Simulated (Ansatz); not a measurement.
One stationary structure of SiO₂. Calculation: PBE (plane waves to 420 eV, PAW, scalar-relativistic; Ansatz, a program for electronic structure).

P4₂/mnm (No. 136), tP6, rutile type; a = b = 4.2359 Å, c = 2.6899 Å, α = β = γ = 90.00°.

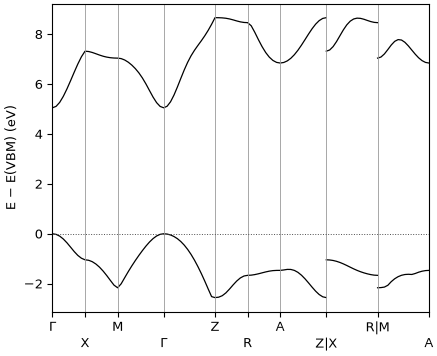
Fig. 1. Highest filled and lowest empty band along the path of this cell's Brillouin zone

**Question.** Read off the gap and say whether it is direct.

**Answer.** 5.05 eV, direct at Γ (no spin-orbit coupling).

**Question.** How far does the top valence band disperse along this path?

**Answer.** About 2.6 eV.

No spin polarisation in the result.

Measured for SiO2: a 4.179 Å (room temperature; as listed in Zenji Hiroi, Progress in Solid State Chemistry (2015)); c 2.6649 Å (room temperature; as listed in Zenji Hiroi, Progress in Solid State Chemistry (2015)). Computed minus measured — a: PBE +1.4 %; c: PBE +0.9 %. The computed values are for a static lattice.

The run could not lose the symmetry of its start.
